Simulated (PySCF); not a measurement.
Input file:

```
{"job": {"kind": "nmr", "xc": "PBE0", "basis": "pcSseg-2"}, "charge": 0, "multiplicity": 1}
F     -0.635325     2.333836    -1.174064
C     -0.318382     1.176908    -0.591852
C      0.883014     0.579892    -0.923123
C      1.179641    -0.617841    -0.301293
F      2.331142    -1.220598    -0.599130
C      0.338433    -1.219808     0.614739
C     -0.846421    -0.568143     0.899125
F     -1.681165    -1.121857     1.778963
C     -1.206787     0.630899     0.314675
H      1.559620     1.028748    -1.636692
H      0.595197    -2.157688     1.086896
H     -2.140640     1.119125     0.555642
```

Run with:

```sh
OMP_NUM_THREADS=1 python probes_run.py task.json out
```

Geometry: PBE0-D3(BJ)/def2-TZVP.

Method: PBE0/pcSseg-2, SCF density, gas phase, non-relativistic in PySCF 2.14.0.

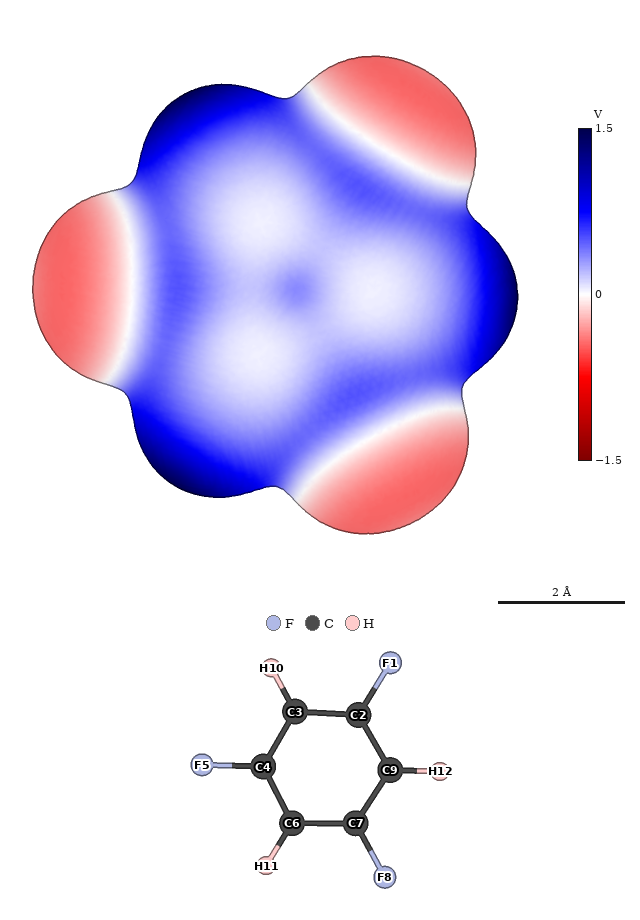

C₆H₃F₃ (SMILES Fc1cc(F)cc(F)c1). The electrostatic potential painted on the density surface at 0.002 e/bohr³, seen across its widest extent; red is negative and blue positive. The bare structure is drawn below in the same view.

Question: Which sites attract a positive test charge, and which a negative one?

Answer: A positive charge is drawn to the negative regions and a negative charge to the positive ones. The most negative region (about −0.4 V) lies over F1, F5 and F8, the most positive (about +1.5 V) over H10, H11 and H12.

Question: How polar is the molecule by this calculation?

Answer: Its dipole moment is zero.
